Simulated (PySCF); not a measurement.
# GaHClF (SMILES [F][GaH][Cl]) at M06-2X/cc-pVDZ

Aim: the vertical singlet–triplet gap of GaHClF at M06-2X/cc-pVDZ, from 2 runs. The job is set up through a Python script.

The results are computed with PySCF 2.14.0.

## 1. The molecule

GaHClF: 4 atoms, total charge 0, spin state singlet. SMILES: `[F][GaH][Cl]`. Geometry: relaxed at PBE0-D4/def2-TZVP.

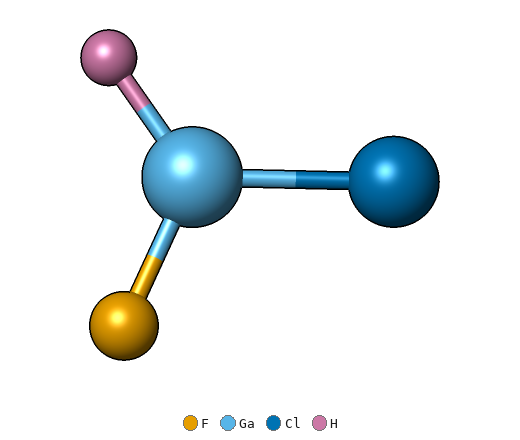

Viewed from a chosen angle; fluorine amber, gallium blue, chlorine blue, hydrogen pink.

## 2. The energy at M06-2X/cc-pVDZ

job.py

```python
# [F][GaH][Cl]
from pyscf import gto, dft

molecule = gto.Mole()
molecule.atom = [
    ('F', (-1.686800, 0.040400, 0.266300)),
    ('Ga', (0.024200, 0.133600, -0.059000)),
    ('Cl', (1.066200, -1.658900, 0.391700)),
    ('H', (0.652000, 1.424600, -0.619400)),
]
molecule.max_memory = 1860
molecule.spin = 0
molecule.charge = 0
molecule.verbose = 3
molecule.basis = 'cc-pvdz'
molecule.build()

mf = dft.RKS(molecule, xc='m06-2x')
mf.grids.level = 4
mf.conv_tol = 1e-10
mf.kernel()
if not mf.converged:
    mf = mf.newton().run(mf.mo_coeff, mf.mo_occ)

e_tot = mf.e_tot
print(f'total energy: {e_tot:.8f} hartree')
```

The run is started by

```sh
$ OMP_NUM_THREADS=1 python job.py
```

Standard output:

```text
converged SCF energy = -2485.51129602654
total energy: -2485.51129603 hartree
```

Run time: 11 s. Hardware: 1 thread of Arm Neoverse V1, shared host; peak memory 0.33 GiB.

## 3. The triplet

job.py

```python
from pyscf import gto, dft

mol = gto.M(
    atom='''
F     -3.187590     0.076345     0.503234
Ga     0.045731     0.252467    -0.111494
Cl     2.014826    -3.134867     0.740206
H      1.232101     2.692104    -1.170496
''',
    max_memory=1860,
    unit='bohr',
    verbose=3,
    spin=2,
    basis='cc-pvdz',
)

myscf = dft.UKS(mol, xc='m06-2x')
myscf.conv_tol = 1e-10
myscf.grids.level = 4
myscf.kernel()
if not myscf.converged:
    myscf = myscf.newton().run(myscf.mo_coeff, myscf.mo_occ)

etot = myscf.e_tot
print('E = %.10f Eh' % etot)
```

The run is started by

```sh
$ OMP_NUM_THREADS=1 python job.py
```

Standard output:

```text
WARN: HOMO -0.0372668336368465 >= LUMO -0.381562405630676

WARN: HOMO -0.153148951955277 >= LUMO -0.254457077790346

WARN: HOMO -0.155640096442309 >= LUMO -0.291239088580981

WARN: HOMO -0.143939948787636 >= LUMO -0.280116993451998

WARN: HOMO -0.146323916059448 >= LUMO -0.261322701051716

WARN: HOMO -0.14811619977173 >= LUMO -0.25784356424866

WARN: HOMO -0.14766060591817 >= LUMO -0.256080677521103

WARN: HOMO -0.147689644425725 >= LUMO -0.255733366688148

WARN: HOMO -0.147096950996019 >= LUMO -0.255264586169252

WARN: HOMO -0.146587157687334 >= LUMO -0.255391316442826

WARN: HOMO -0.145996155870462 >= LUMO -0.255735222131796

WARN: HOMO -0.145564168233336 >= LUMO -0.255815537736628

WARN: HOMO -0.145289443553366 >= LUMO -0.256034209492837

WARN: HOMO -0.145321883679438 >= LUMO -0.255983514993747

WARN: HOMO -0.145489010577269 >= LUMO -0.255899597018052

WARN: HOMO -0.145297186759815 >= LUMO -0.255924815497131

WARN: HOMO -0.14525119815972 >= LUMO -0.256002283980216

WARN: HOMO -0.145233092870744 >= LUMO -0.256011907788937

WARN: HOMO -0.145230909013221 >= LUMO -0.256010569846062

WARN: HOMO -0.145230507693335 >= LUMO -0.256014021984106

WARN: HOMO -0.145225918332797 >= LUMO -0.256015675202882

WARN: HOMO -0.145226039180567 >= LUMO -0.256015921040909

WARN: HOMO -0.145226128675597 >= LUMO -0.256015817490891

WARN: HOMO -0.145226011306312 >= LUMO -0.256015825042092

converged SCF energy = -2485.25091838136  <S^2> = 2.0115353  2S+1 = 3.0076804
E = -2485.2509183814 Eh
```

Run time: 41 s. Hardware: 1 thread of Arm Neoverse V1, shared host; peak memory 0.35 GiB.

## 4. Summary of results

At M06-2X/cc-pVDZ:

| quantity | value |
| --- | --- |
| singlet: total energy | -2485.51130 Eh |
| singlet: dipole moment | 2.18 D |
| singlet: HOMO energy | -10.60 eV |
| singlet: LUMO energy | -0.94 eV |
| singlet: HOMO–LUMO gap | 9.66 eV |
| triplet: total energy | -2485.25092 Eh |
| triplet: dipole moment | 2.44 D |
| triplet: HOMO energy (highest over α and β) | -3.95 eV |
| triplet: ⟨S²⟩ | 2.012 |
| vertical energy of the triplet above the singlet | 7.085 eV |

**Reading.** At this shape the triplet lies 7.09 eV (163 kcal/mol) above the singlet. Mulliken charges (singlet) run from -0.42 on F1 to +0.76 on Ga2; they depend strongly on the basis. Mulliken charges (triplet) run from -0.40 on F1 to +0.37 on Ga2; they depend strongly on the basis.
